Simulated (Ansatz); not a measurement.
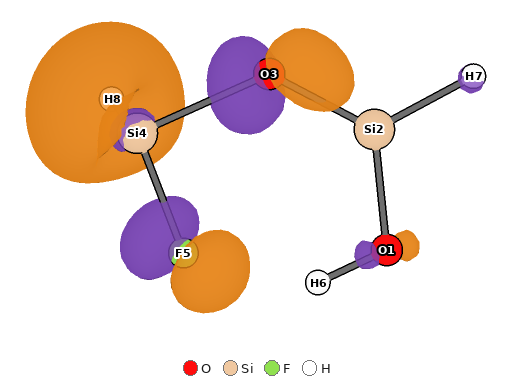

FH3O2Si2. The HOMO−1 at ±0.15 Å⁻³ᐟ² (orange and purple are the two phases), seen across its widest extent.

Geometry: PBE0-D4/def2-TZVP.

Theory: RKS PBE0-D4/def2-TZVPP in Ansatz 0.2.0.

```xyz
8

O    -0.8913    0.6717    1.3562
Si    0.5491    0.0311    1.1503
O     1.1238   -0.3862   -0.2190
Si    0.4112   -0.0677   -1.9170
F    -1.0682    0.4921   -1.2581
H    -1.3466    0.7492    0.4874
H     1.3446   -0.0180    2.3791
H    -0.0306   -1.5293   -2.0348
```

> What is the character of this orbital?

It lies mainly on Si4 (about 40 %), H8 (about 30 %), F5 (about 15 %) and O3 (about 15 %). Its energy is −9.48 eV.
